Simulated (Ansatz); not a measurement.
**Changed inputs in constrained RPA: ReI2 (1T sheet)**

Wanted: the sensitivity and cost of U and J for ReI2 (1T sheet).

Calculated with Ansatz 0.2.0; constrained RPA on LDA, plane waves, PAW.

## Step 1: Starting point

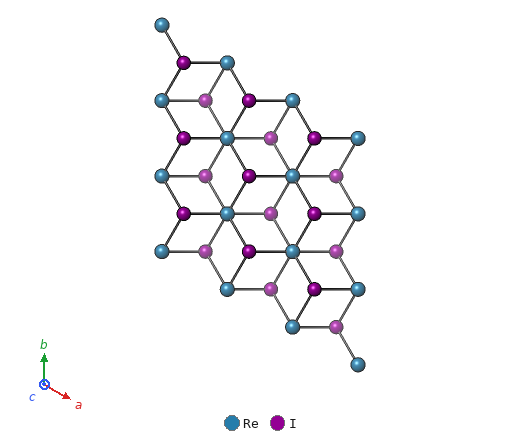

Start, viewed from above; rhenium blue, iodine purple. 3×3×1 cells are drawn. Some periodic images of atoms are drawn too.

The cell holds 3 atoms: 1 Re and 2 I. Its edges and angles: a = 3.997 Å, b = 3.997 Å, c = 30.818 Å, α = 90.0°, β = 90.0°, γ = 120.0°. Vacuum lies along c.

The structure was relaxed with LDA. The structure was generated from a model, not taken from a measurement. The runs that relaxed it are not among those shown. The program's search for lower electronic states was switched off, so nothing shows that the state found is the lowest. Spin-orbit coupling is left out unless a step names it. The default PAW set here is soft_2. Its files were made with PBE. The Coulomb interaction is cut off across the vacuum.

## Step 2: Base: Re t2g, bands v3 to v1, 6×6×1 mesh, medium accuracy

Constrained RPA screens the interaction with every transition except those inside the target bands, which a later many-body model would treat itself.

The input, input.yaml:

```yaml
crystal:
  lattice:
    - [0.0, 2.82620194, 2.82620194]
    - [2.82620194, -2.82620194, 0.0]
    - [17.79295725, 17.79295725, -17.79295725]
  atoms:
    - { symbol: Re, position: [0.0, 0.0, 0.3165189061] }
    - { symbol: I, position: [0.3333333333, 0.6666666667, 0.3606677924] }
    - { symbol: I, position: [0.6666666667, 0.3333333333, 0.2723700198] }
  periodic: [true, true, false]
kpoints:
  mp_grid: { grid: [6, 6, 1] }
hamiltonian:
  xc: lda
scf:
  occupations: { method: gaussian, width: 0.08 }
  n_extra_bands: 19
  max_iter: 150
  lower_state_search: "off"
output:
  crpa:
    kmesh: [6, 6, 1]
    target_bands: [v3, v1]
    projections: [{ species: Re, l: d, shell: 5, orbitals: [dxz, dyz, dxy] }]
  local_orbitals:
    kmesh: [12, 12, 1]
    orbitals: [{ species: Re, l: d, shell: 5, orbitals: [dxz, dyz, dxy] }]
    window: { bands: [v3, v1] }
    seedname: lo
```

Command:

```console
ansatz run input.yaml --threads 4 --pin off --max-ram 14745MiB --backend cpu --events-out ev --progress --plain --runs-dir out
```

Numbers of over 12 decimals in the logs are rounded to 6 here.

What it wrote:

```text
scf.n_extra_bands = 19 over 25 filled bands (N_el = 49.0): the run solves 44 bands
Engine: ansatz 0.2.0, aarch64-unknown-linux-gnu
Pseudopotentials: kind: paw
Pseudopotential: Re, paw, valence charge 15, recommended cutoff 420 eV (normal), Re.paw.azcp
Pseudopotential: I, paw, valence charge 17, recommended cutoff 420 eV (normal), I.paw.azcp
Functional definition: SPW92
  exchange = slater_x
  correlation = pw_c
Crystal: 3 atoms, lattice volume = 426.359 Å³
Basis set: ecut = 420 eV, 8383 PW (Γ)
Bands: 44, of which v1, the nominal top of the filled ones, is band 25 counted from 1 (24 counted from 0)
Symmetry: 12 space group operations
Space group: P-3m1 (ITA 164), of the structure as read, at distance tolerance 7.5e-5 Å
k-points: 7 of 36
Non-local potential: Re, projectors of the file, l = 0: 3, l = 1: 2, l = 2: 2, l = 3: 1
Non-local potential: I, projectors of the file, l = 0: 2, l = 1: 2, l = 2: 2, l = 3: 2
PAW form: soft (Blöchl's): semilocal exchange-correlation on the pseudo side does not see the compensation charge
PAW frozen core: Re, regenerated for the run's functional, and the local potential with it (the file was generated under x = pbe(κ = 0.804, μ = 0.219515), c = pbe(β = 0.066725))
PAW frozen core: I, regenerated for the run's functional, and the local potential with it (the file was generated under x = pbe(κ = 0.804, μ = 0.219515), c = pbe(β = 0.066725))
PAW one-centre angular grid: Re, 590 points (default); XC on 64 Gauss nodes
PAW one-centre angular grid: I, 590 points (default); XC on 64 Gauss nodes
Initial density: superposition of atomic densities (neutral atoms: chi_scale 0, normalization atom), corrected by the library's trained network
Initial wavefunctions: pseudopotential atomic-orbital guess
Functional: x = slater, c = lda
SCF iter   1: F=—  HF=-25317.388532 eV  |F-HF|=—  |Δ(HF+E_count)|=         —  Δρ=8.15e-3  dr2=2.00e-1  ethr=1.77e-3  ⟨swp⟩=12.4  Hψ=2338  notcnv=0  defer=46
preconditioner: auto → LDOS  [insulator: Δε(μ)=0.114 eV  Ē_g=11.964 eV  σ=0.080 eV  W_gap=0.68  n_scr=48 (ndim 8)  ℏωp=8.2 eV  f_vac=0.784  D(μ)=2.59/eV (n_scr^D=10)  ε∞_Penn≈1.5  β→1.0]
SCF iter   2: F=—  HF=-25317.392029 eV  |F-HF|=—  |Δ(HF+E_count)|=   3.50e-3  Δρ=8.99e-3  dr2=2.20e-1  ethr=4.07e-4  ⟨swp⟩=3.3  Hψ=658  notcnv=0  defer=84
SCF iter   3: F=—  HF=-25317.333260 eV  |F-HF|=—  |Δ(HF+E_count)|=   5.88e-2  Δρ=7.86e-4  dr2=1.82e-3  ethr=4.07e-4  ⟨swp⟩=2.6  Hψ=376  notcnv=0  defer=84
SCF iter   4: F=—  HF=-25317.334240 eV  |F-HF|=—  |Δ(HF+E_count)|=   9.80e-4  Δρ=3.42e-4  dr2=9.07e-4  ethr=3.71e-6  ⟨swp⟩=3.1  Hψ=567  notcnv=0  defer=84
SCF iter   5: F=—  HF=-25317.334096 eV  |F-HF|=—  |Δ(HF+E_count)|=   1.44e-4  Δρ=1.73e-4  dr2=2.06e-4  ethr=1.85e-6  ⟨swp⟩=3.0  Hψ=475  notcnv=0  defer=84
[...]
SCF iter   9: F=-25317.334081 eV  HF=-25317.334081 eV  |F-HF|=3.24e-9  |Δ(HF+E_count)|=   4.36e-7  Δρ=1.03e-6  dr2=6.65e-9  ethr=2.04e-10  ⟨swp⟩=22.7  Hψ=2455  notcnv=0
SCF 1 converged in 9 iterations: F = -25317.334081 eV  dr2 = 6.65e-9
[...]
NSCF: frozen V_eff on 22 k-points
NSCF: frozen V_eff on 7 k-points
[...]
cRPA screening: q 1/36
cRPA screening: q 2/36
cRPA screening: q 8/36 (q-point 3)
cRPA screening: q 14/36 (q-point 4)
cRPA screening: q 17/36 (q-point 8)
cRPA screening: q 23/36 (q-point 9)
cRPA screening: q 35/36 (q-point 15)
SCF converged after 9 iterations
Free energy (F): -25317.334081 eV
Harris-Foulkes:  -25317.334081 eV  (|F-HF|=3.24e-9)
Internal energy: -25317.313055 eV  (E = F + TS)
E sigma→0 (E₀):  -25317.323568 eV
Entropy (-TS):   -0.021025 eV (-7.008 meV/atom)
Fermi energy:    -4.140519 eV
--- Per-component energies (eV) ---
  E_band       = -1652.511399
  E_kinetic    = 925.472029
  E_local      = -103173.052208  (includes V_loc(G=0)·N_el)
  E_nonlocal   = -112.077360
  E_hartree    = 51129.459930
  E_xc         = -654.839171
  E_vxc        = -561.488265  (∫ρ·V_xc dr)
  E_paw        = -17724.057221  (= ΣΔE_a)
  E_vpaw       = -990.294030  (= ΣTr[D̂ρ^β])
  E_aug_tail   = -0.000028  (compensation charges beyond the density's cutoff)
  E_ewald      = 44289.899467
  E_core_change = 1.881506  (= ΣΔE_core)
  E_smearing   = -0.021025  (= −TS)
  E_closure    = -0.000000  (closes the sum)
  Σ components = -25317.334081   (vs F -25317.334081, Δ=0.00e0)
--- Band table (eV; the first three rows and the last of 7) ---
  k-point 0: bands = [... 21 lower, -6.4440, -5.3516, -5.3516, -4.5848, -1.4458, -1.4458, -1.2622, -0.9717, ... 15 higher]
  k-point 1: bands = [... 21 lower, -6.5728, -5.2389, -4.6499, -4.0441, -2.6433, -1.8418, -0.5630, -0.2191, ... 15 higher]
  k-point 2: bands = [... 21 lower, -7.0698, -5.3645, -4.3574, -4.1282, -2.3199, -1.8375, -1.0410, 0.5372, ... 15 higher]
  k-point 6: bands = [... 21 lower, -8.1711, -5.1262, -4.1177, -4.1177, -2.3417, -2.3417, 0.1689, 1.7297, ... 15 higher]
  the weakly bound empty levels are not read free of the cell's end (no_gap_told)
--- cRPA (band scheme, projected local orbitals): target bands 23..25 (1-based), 3 Wannier function(s), 6×6×1 mesh, 50 bands' worth read of 55 solved, ecut_chi 136.0 eV, v(q+G=0) probe_charge, pair densities all_electron ---
  bands read: the sum over 50 bands ends inside a degenerate multiplet in 1 slot, whose members it reads at an even weight; the widest, k=0: bands 50 to 51 (counted from 1) at 1/2 each
  χ-basis size per q: N_G = 1523..1548
  window electrons = 5.0000, filled by tetrahedron_uncorrected; constrained ε̄⁻¹(q = 0, 0) head = 0.572448; min gauge Gram eig = 0.6416
  Kanamori averages over each shell's own Wannier functions (sites counted from 0, functions from 1):
    Site 0, 5D, 3 of 5 d orbitals (Wannier functions 1, 2, 3; wannier90's mr 2, 3, 5):
      screened: U = 2.3593 eV, U' = 1.8576 eV, J = 0.2259 eV
      screened, to within: U = 7.1e-3 eV, U' = 7.1e-3 eV, J = 5.0e-4 eV
      bare: V = 9.7003 eV, V' = 8.9283 eV, J = 0.3463 eV
  Hermiticity witness max|P − P†| over intra, direct and exchange elements: 6.22e-15 eV (screened), 2.09e-17 eV (bare)
  Reality witness max|Im| over intra, direct and exchange elements: 5.80e-17 eV (screened), 5.91e-17 eV (bare)
```

It took 3.2 min on 4 threads of Arm Neoverse V1, shared host; peak memory 2.5 GiB; 12 min of CPU time.

This step gave:

```
U                                                 : 2.359 eV
U prime (inter-orbital)                           : 1.858 eV
J                                                 : 0.2259 eV
bare V                                            : 9.700 eV
bare J                                            : 0.3463 eV
stated bound on U                                 : 0.007051 eV
U over bare V                                     : 0.2432
electrons in the window                           : 5.000
head of the constrained inverse dielectric matrix : 0.5724
least eigenvalue of the projection's overlap      : 0.6416
target functions                                  : 3
bands in the sums                                 : 50
r.m.s. miss of the model bands                    : 0.002256 eV
width of the target bands                         : 1.476 eV
weight of the projected orbitals in the window    : 0.8362
```

On the Re t2g shell, screening brings the on-site interaction from 9.7 eV down to U = 2.36 eV.

## Step 3: Changed: 3×3×1 mesh

Edit input.yaml of step 2 so:

```diff
@@ -21,9 +21,4 @@
   crpa:
-    kmesh: [6, 6, 1]
+    kmesh: [3, 3, 1]
     target_bands: [v3, v1]
     projections: [{ species: Re, l: d, shell: 5, orbitals: [dxz, dyz, dxy] }]
-  local_orbitals:
-    kmesh: [12, 12, 1]
-    orbitals: [{ species: Re, l: d, shell: 5, orbitals: [dxz, dyz, dxy] }]
-    window: { bands: [v3, v1] }
-    seedname: lo
```

What it wrote:

```text
[...]
Crystal: 3 atoms, lattice volume = 426.359 Å³
Basis set: ecut = 420 eV, 8383 PW (Γ)
Bands: 44, of which v1, the nominal top of the filled ones, is band 25 counted from 1 (24 counted from 0)
Symmetry: 12 space group operations
[...]
k-points: 7 of 36
[...]
SCF iter   1: F=—  HF=-25317.388532 eV  |F-HF|=—  |Δ(HF+E_count)|=         —  Δρ=8.15e-3  dr2=2.00e-1  ethr=1.77e-3  ⟨swp⟩=12.4  Hψ=2338  notcnv=0  defer=46
[...]
SCF iter   9: F=-25317.334081 eV  HF=-25317.334081 eV  |F-HF|=3.24e-9  |Δ(HF+E_count)|=   4.36e-7  Δρ=1.03e-6  dr2=6.65e-9  ethr=2.04e-10  ⟨swp⟩=22.7  Hψ=2455  notcnv=0
SCF 1 converged in 9 iterations: F = -25317.334081 eV  dr2 = 6.65e-9
[...]
NSCF: frozen V_eff on 3 k-points
[...]
cRPA screening: q 1/9
cRPA screening: q 2/9
cRPA screening: q 8/9 (q-point 5)
SCF converged after 9 iterations
Free energy (F): -25317.334081 eV
[...]
Internal energy: -25317.313055 eV  (E = F + TS)
E sigma→0 (E₀):  -25317.323568 eV
Entropy (-TS):   -0.021025 eV (-7.008 meV/atom)
Fermi energy:    -4.140519 eV
[...]
--- Band table (eV; the first three rows and the last of 7) ---
  k-point 0: bands = [... 21 lower, -6.4440, -5.3516, -5.3516, -4.5848, -1.4458, -1.4458, -1.2622, -0.9717, ... 15 higher]
  k-point 1: bands = [... 21 lower, -6.5728, -5.2389, -4.6499, -4.0441, -2.6433, -1.8418, -0.5630, -0.2191, ... 15 higher]
  k-point 2: bands = [... 21 lower, -7.0698, -5.3645, -4.3574, -4.1282, -2.3199, -1.8375, -1.0410, 0.5372, ... 15 higher]
  k-point 6: bands = [... 21 lower, -8.1711, -5.1262, -4.1177, -4.1177, -2.3417, -2.3417, 0.1689, 1.7297, ... 15 higher]
  the weakly bound empty levels are not read free of the cell's end (no_gap_told)
[...]
χ-basis size per q: N_G = 1534..1548
[...]
Site 0, 5D, 3 of 5 d orbitals (Wannier functions 1, 2, 3; wannier90's mr 2, 3, 5):
      screened: U = 2.4334 eV, U' = 1.9111 eV, J = 0.2329 eV
      screened, to within: U = 8.2e-3 eV, U' = 8.2e-3 eV, J = 5.8e-4 eV
      bare: V = 10.0601 eV, V' = 9.2645 eV, J = 0.3557 eV
[...]
```

It took 62 s on 4 threads; peak memory 2.3 GiB.

Numbers from this step:

```
U                                                 : 2.433 eV
U prime (inter-orbital)                           : 1.911 eV
J                                                 : 0.2329 eV
bare V                                            : 10.06 eV
bare J                                            : 0.3557 eV
stated bound on U                                 : 0.008157 eV
U over bare V                                     : 0.2419
electrons in the window                           : 5.000
head of the constrained inverse dielectric matrix : 0.5421
least eigenvalue of the projection's overlap      : 0.6675
target functions                                  : 3
bands in the sums                                 : 50
width of the target bands                         : 1.476 eV
weight of the projected orbitals in the window    : 0.8362
```

On the Re t2g shell, screening brings the on-site interaction from 10.1 eV down to U = 2.43 eV.

## Step 4: Changed: accuracy low

Edit input.yaml of step 3 so:

```diff
@@ -21,4 +21,5 @@
   crpa:
-    kmesh: [3, 3, 1]
+    kmesh: [6, 6, 1]
     target_bands: [v3, v1]
     projections: [{ species: Re, l: d, shell: 5, orbitals: [dxz, dyz, dxy] }]
+    accuracy: low
```

What it wrote:

```text
[...]
Crystal: 3 atoms, lattice volume = 426.359 Å³
Basis set: ecut = 420 eV, 8383 PW (Γ)
Bands: 44, of which v1, the nominal top of the filled ones, is band 25 counted from 1 (24 counted from 0)
Symmetry: 12 space group operations
[...]
k-points: 7 of 36
[...]
the weakly bound empty levels are not read free of the cell's end (no_gap_told)
[...]
χ-basis size per q: N_G = 1523..1548
[...]
Site 0, 5D, 3 of 5 d orbitals (Wannier functions 1, 2, 3; wannier90's mr 2, 3, 5):
      screened: U = 2.3384 eV, U' = 1.8426 eV, J = 0.2228 eV
      screened, to within: U = 8.0e-2 eV, U' = 8.0e-2 eV, J = 8.2e-3 eV
      bare: V = 9.7003 eV, V' = 8.9283 eV, J = 0.3463 eV
[...]
[key lines of the parts left out:]
SCF converged after 9 iterations
Free energy (F): -25317.334081 eV
Fermi energy:    -4.140519 eV
```

It took 2.1 min on 4 threads; peak memory 2.5 GiB; 8 min of CPU time.

This step gave:

- U: 2.338 eV
- U prime (inter-orbital): 1.843 eV
- J: 0.2228 eV
- bare V: 9.700 eV
- bare J: 0.3463 eV
- stated bound on U: 0.07962 eV
- U over bare V: 0.2411
- electrons in the window: 5.000
- head of the constrained inverse dielectric matrix: 0.5724
- least eigenvalue of the projection's overlap: 0.6416
- target functions: 3
- bands in the sums: 50
- width of the target bands: 1.476 eV
- weight of the projected orbitals in the window: 0.8362

On the Re t2g shell, screening brings the on-site interaction from 9.7 eV down to U = 2.34 eV.

## Step 5: Changed: sums over states on smooth products

Edit input.yaml of step 4 so:

```diff
@@ -24,2 +24,5 @@
     projections: [{ species: Re, l: d, shell: 5, orbitals: [dxz, dyz, dxy] }]
-    accuracy: low
+    accuracy: sum_over_states
+    pair_densities: pseudo
+    n_empty_bands: 50
+    ecut_chi: 136
```

What it wrote:

```text
[...]
Crystal: 3 atoms, lattice volume = 426.359 Å³
Basis set: ecut = 420 eV, 8383 PW (Γ)
Bands: 44, of which v1, the nominal top of the filled ones, is band 25 counted from 1 (24 counted from 0)
Symmetry: 12 space group operations
[...]
k-points: 7 of 36
[...]
χ-basis size per q: N_G = 1523..1548
[...]
U and J over all bands: no bound (output.crpa.accuracy: sum_over_states); those below are of the sums over the bands read on the sphere of ecut_chi alone
[...]
Site 0, 5D, 3 of 5 d orbitals (Wannier functions 1, 2, 3; wannier90's mr 2, 3, 5):
      screened: U = 2.4682 eV, U' = 1.8657 eV, J = 0.2660 eV
      bare: V = 9.7003 eV, V' = 8.9283 eV, J = 0.3463 eV
[...]
[key lines of the parts left out:]
SCF converged after 9 iterations
Free energy (F): -25317.334081 eV
Fermi energy:    -4.140519 eV
```

It took 26 s on 4 threads; peak memory 0.99 GiB.

This variant gives U = 2.47 eV against 2.36 eV. It is a finite sum over empty states with no bound on its error and stays out of the table below.

## Step 6: Changed: more bands than orbitals

Edit input.yaml of step 5 so:

```diff
@@ -22,7 +22,3 @@
     kmesh: [6, 6, 1]
-    target_bands: [v3, v1]
+    target_bands: [v3, c1]
     projections: [{ species: Re, l: d, shell: 5, orbitals: [dxz, dyz, dxy] }]
-    accuracy: sum_over_states
-    pair_densities: pseudo
-    n_empty_bands: 50
-    ecut_chi: 136
```

What it wrote:

```text
Error: invalid value for `output.crpa.projections`: 3 orbital(s) selected but the target window spans 4 band(s); name one orbital per band of it
```

It took 0.14 s on 4 threads; peak memory 0.094 GiB.

The input was rejected at the start.

The program's message: “Error: invalid value for `output.crpa.projections`: 3 orbital(s) selected but the target window spans 4 band(s); name one orbital per band of it”

The fault put into this input: more bands than orbitals.

[end of part 1 of 2]

[Paths, hosts, dates, memory and timing lines, banners, echoed tables and standing remarks are left out of the program output.]

[Logs are printed without paths, hosts, clocks, repeated set-up lines and the standing remarks that a program may print on its own settings, such as how far it seeks lower states.]

[Runs of the session that timed out or met a known fault of the program may be left out.]

[Hosts, paths, dates, database ids (printed as entryN), source tags and the programs' standing remarks are cut or masked in the printed files.]
